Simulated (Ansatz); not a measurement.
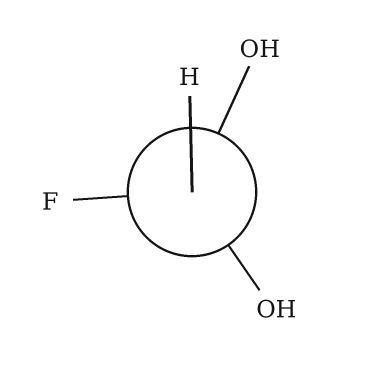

A Newman projection along the O–Ti bond, oxygen in front; angles are drawn as computed, but eclipsed bonds slightly apart. The species is neutral and a spin singlet. The geometry was computed by an optimisation with PBE-D4/def2-SVP. No frequency run is at hand to confirm it as a minimum.

Q: Which molecule is it?

A: FH3O3Ti, [OH][Ti]([OH])([OH])[F]

Q: What is the torsion angle from the front H to the back F? The sign is positive where the front bond must turn clockwise to cover the back bond.

A: −93°, about perpendicular.
